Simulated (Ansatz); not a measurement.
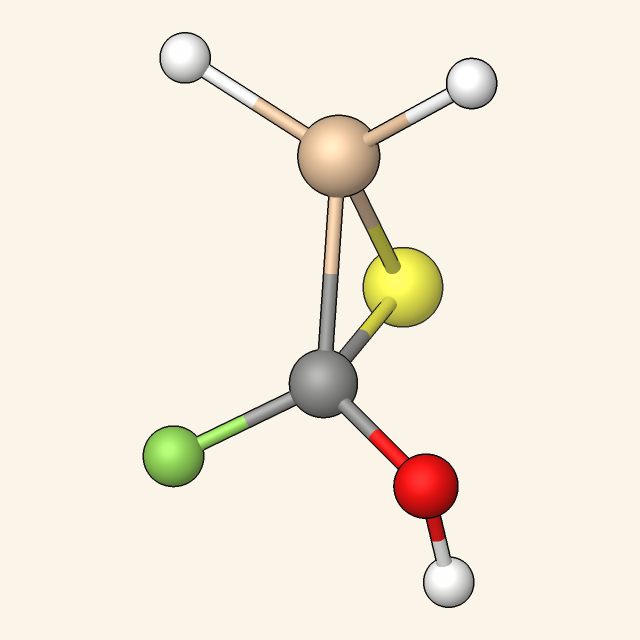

The picture shows a molecular structure as a ball-and-stick model. Every bond is drawn as one stick, whatever its order. Colours: oxygen red, carbon grey, fluorine green, silicon light orange, sulfur yellow, hydrogen white.

Computed geometry: PBE0-D4/def2-TZVP optimisation.

Question: Count the atoms of each element.

Answer: CH₃FOSSi, 8 atoms: 1 carbon, 3 hydrogen, 1 fluorine, 1 oxygen, 1 sulfur and 1 silicon.

Question: Name functional groups in it.

Answer: Among them: alcohol, C–F bond, Si–H bond.

Question: How many sets of symmetry-equivalent atoms are there?

Answer: 8: 1 O, 1 C, 1 F, 1 Si, 1 S, 1 H, 1 H, 1 H.

Question: What is its SMILES?

Answer: O[C@@]1(F)[SiH2]S1

The parts below concern this one geometry. Atoms keep their numbers from picture to picture.

### Geometry

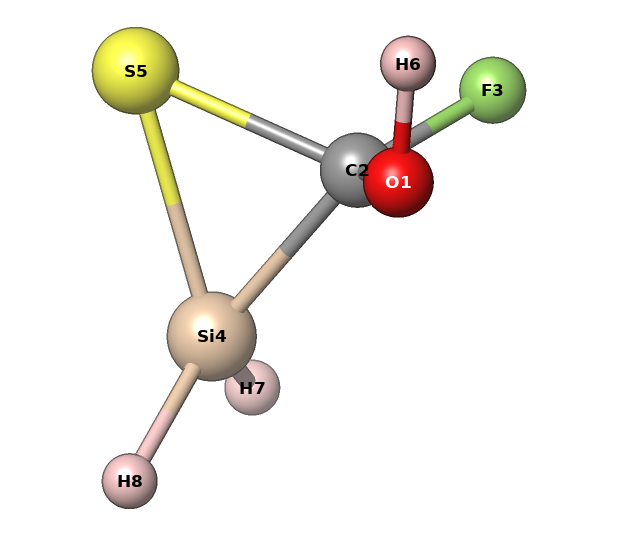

C2 lies behind O1. The molecule seen a little off the O1–C2 bond, O1 in front. Distant atoms are faded towards the background colour.

Question: What is the torsion angle H6–O1–C2–S5? The sign is positive where the front bond must turn clockwise to cover the back bond.

Answer: −65°, synclinal (gauche).

### Levels of theory compared

Program: Ansatz 0.2.0.

Tabulate HOMO energy (eV), dipole (D) at these levels: B3LYP-D4/def2-TZVPP; PBE-D4/def2-TZVPP; r2SCAN-D4/def2-TZVPP; ωB97M-V/def2-TZVPP.

```tsv
level	HOMO energy (eV)	dipole (D)
B3LYP-D4/def2-TZVPP	−7.22	1.06
PBE-D4/def2-TZVPP	−6.22	0.87
r2SCAN-D4/def2-TZVPP	−6.50	0.95
ωB97M-V/def2-TZVPP	−9.65	1.09
```

### Vibrations

Harmonic vibrations computed with RKS PBE0-D4/def2-TZVP (Ansatz 0.2.0) at a stationary point of the same level.

Question: List the wavenumbers.

Answer: 18 modes: 206, 282, 334, 365, 423, 541, 546, 584, 628, 692, 717, 944, 1085, 1192, 1374, 2252, 2273, 3779 cm⁻¹.

### Charges

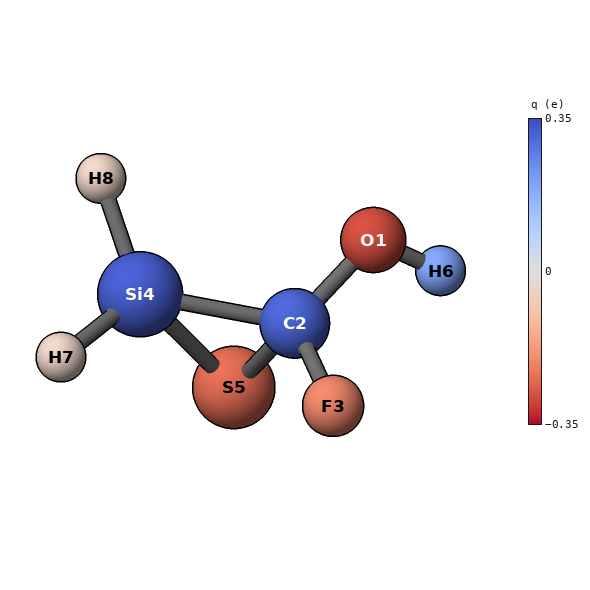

Atoms are coloured by their Mulliken charges. Level of theory: RKS B3LYP-D4/def2-TZVPP (Ansatz 0.2.0).

Question: Which atom carries the highest charge (most positive or least negative)?

Answer: Si4 (0.32 e).

Question: And the lowest?

Answer: O1 (−0.28 e).

Give the Mulliken charges atom by atom.

| atom | value (e) |
| --- | --- |
| O1 | −0.28 |
| C2 | 0.30 |
| F3 | −0.20 |
| Si4 | 0.32 |
| S5 | −0.24 |
| H6 | 0.20 |
| H7 | −0.04 |
| H8 | −0.04 |

Mulliken values depend strongly on the basis set and can even reverse the polarity of a bond.
